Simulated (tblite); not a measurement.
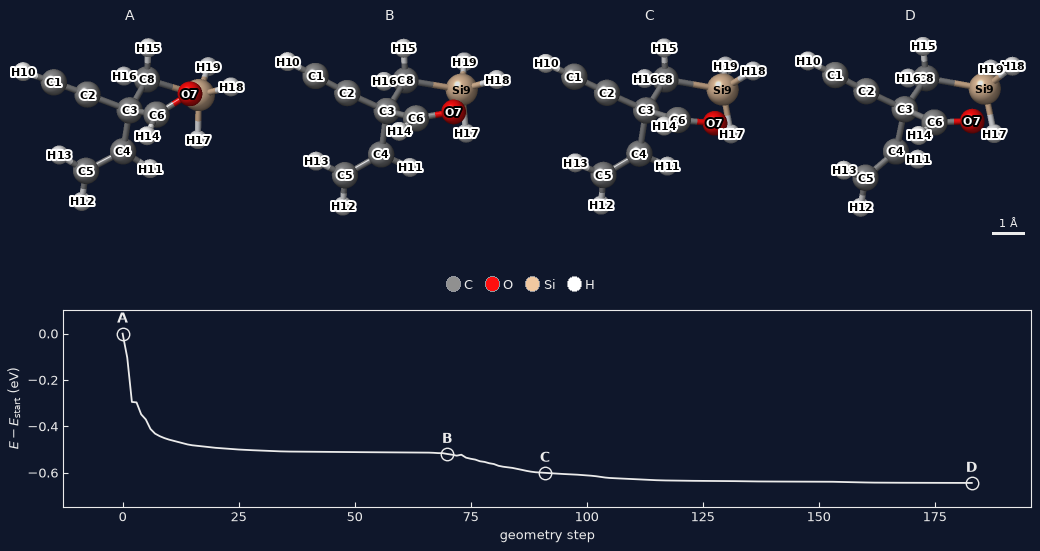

Frames of a relaxation of C₇H₁₀OSi, marked on the history of the run. Style: ball-and-stick. Shown at a tilt.

The calculation used GFN2-xTB geometry optimisation, gas phase (tblite 0.8.0). 

What happens along the run?

The energy falls by 0.644 eV in 183 geometry steps. The largest move after the best rigid fit is that of O7, 0.95 Å. By element the largest moves are O 0.95 Å, H 0.79 Å, Si 0.38 Å, C 0.35 Å. Some distances before and after: O7–Si9 2.986 → 2.570 Å, C8–Si9 1.848 → 1.916 Å, C3–C4 1.454 → 1.518 Å, C2–C3 1.499 → 1.453 Å. Bond angles that change, for instance: C4–C3–C6 110.8° → 101.2°, H17–Si9–H19 112.9° → 106.1°, C5–C4–H11 115.3° → 121.6°. Groups turn about C3–C4 by about 30°, C3–C6 by about 25°. From step 0 to 70: O7 moves most (0.59 Å), energy −0.519 eV. From step 70 to 91: O7 moves most (0.48 Å), energy −0.081 eV. From step 91 to 183: H atoms move most (0.62 Å), energy −0.044 eV.
